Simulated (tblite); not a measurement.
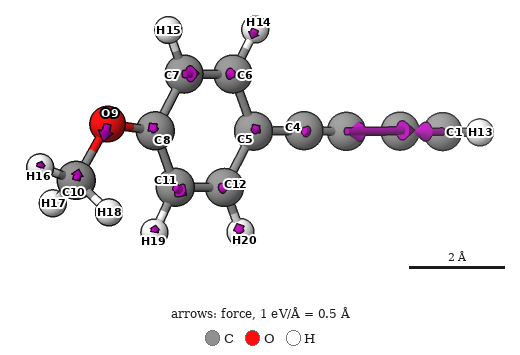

Starting geometry of C₁₁H₈O with the computed forces as purple arrows. Style: ball-and-stick. Shown from a free direction.

Computed with GFN2-xTB geometry optimisation, gas phase in tblite 0.8.0. 

Question: What follows when this structure is relaxed?

Answer: It isn't relaxed: the largest force vector, on a C atom, is 3.91 eV/Å. The final displacements follow the starting forces only in part (cosine between the two patterns 0.52). Over 24 geometry steps the energy falls by 0.563 eV. The atom that moves furthest after the best rigid fit is an H atom (0.18 Å). Largest moves by element: H 0.18 Å, C 0.17 Å, O 0.05 Å. Among the contacts that change: C–C 1.523 → 1.355 Å, C–O 1.430 → 1.406 Å, C–C 1.427 → 1.407 Å, C–C 1.400 → 1.382 Å. Bond angles that change, for instance: O–C–H 108.3° → 105.7°. The run took 0.22 s on 1 thread of Arm Neoverse V1, with other jobs on the host.
